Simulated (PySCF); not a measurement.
C5H12N2OSi

Input file:

```
{"job": {"kind": "nmr", "xc": "PBE0", "basis": "pcSseg-1"}, "charge": 0, "multiplicity": 1}
C      3.191285    -0.127979    -0.442825
C      1.959835    -0.921770    -0.050110
O      1.990111    -2.091463     0.267955
N      0.819907    -0.198218    -0.090525
C     -0.483433    -0.738799     0.224881
C     -1.407712    -0.596338    -0.988483
N     -1.816859     0.795087    -1.022726
Si    -1.948924     1.528367     0.525885
C     -1.117813     0.045571     1.376489
H      3.128338     0.149932    -1.492887
H      3.267587     0.776560     0.155867
H      4.075544    -0.739402    -0.289639
H      0.838047     0.767015    -0.378714
H     -0.319111    -1.790863     0.475759
H     -0.874372    -0.856172    -1.908347
H     -2.263430    -1.276283    -0.885651
H     -2.362599     1.046085    -1.829611
H     -3.303366     1.763351     1.036746
H     -1.159519     2.764480     0.530846
H     -0.364013     0.297057     2.118618
H     -1.858422    -0.579276     1.873299
```

Launched as:

```sh
OMP_NUM_THREADS=1 python probes_run.py task.json out
```

Geometry: GFN2-xTB.

Level of theory: PySCF 2.14.0, PBE0/pcSseg-1, SCF density, gas phase, non-relativistic.

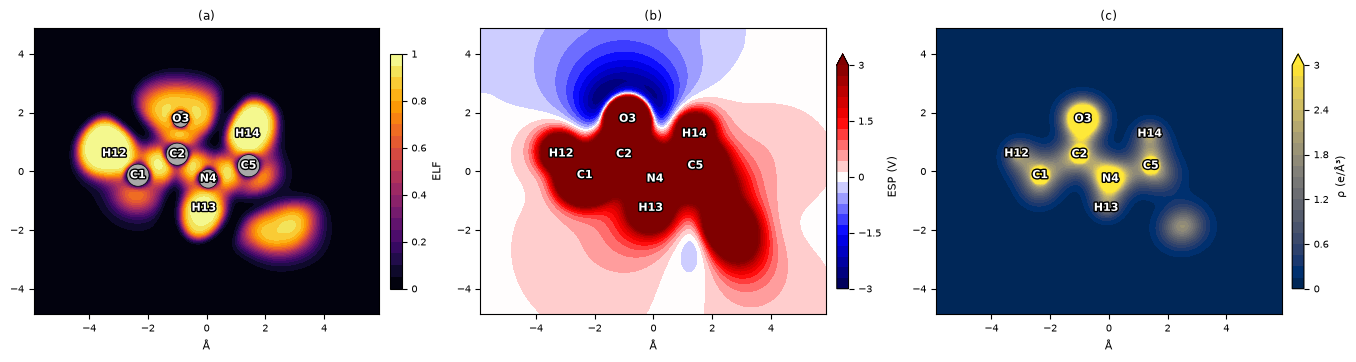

Figure 1. (a) electron localisation function; (b) electrostatic potential; (c) total electron density on the plane of atoms C2, C1 and H12. Grey discs cover the atomic cores in the ELF map.

> Interpret the plot.

The plane passes through C, O, N and H nuclei.
C–O (1.21 Å): ρ is about 3.3 e/Å³ halfway; the ELF peaks at about 0.85 between the atoms: a short, multiple covalent bond.
C–N (1.35 Å): ρ at the midpoint is about 2.4 e/Å³; the ELF peaks at about 0.90 between the atoms, as expected for localised, covalent bonding.
C–C (1.52 Å): ρ is about 1.7 e/Å³ halfway; the ELF peaks at about 0.95 between the atoms: localised, covalent bonding.
N–H (1.01 Å): ρ at the midpoint is about 2.9 e/Å³; the ELF climbs to about 1 towards the hydrogen, as it does in any bond to H (an ordinary covalent bond to hydrogen).
C–N (1.45 Å): the density is about 1.9 e/Å³ at the midpoint; the ELF peaks at about 0.95 between the atoms: localised, covalent bonding.
The ELF also peaks beside O3, away from the bonds: lone-pair regions.
Outside the dense part of the molecule the potential is most negative (−2.7 V) near O3.

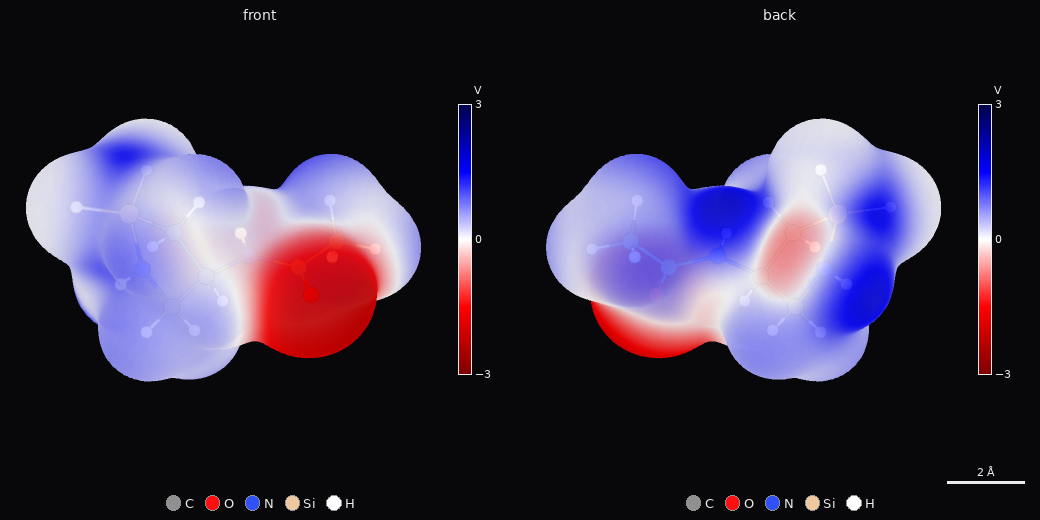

Figure 2. The molecular electrostatic potential painted on the density surface at 0.002 e/bohr³, seen from the front and from behind; the colour scale runs from red (negative) to blue (positive).

> Describe the electrostatic potential map.

The most negative region (about −2.2 V) lies over O3, the most positive (about +1.8 V) over H13 and H17. O3 is the likeliest acceptor of a hydrogen bond.
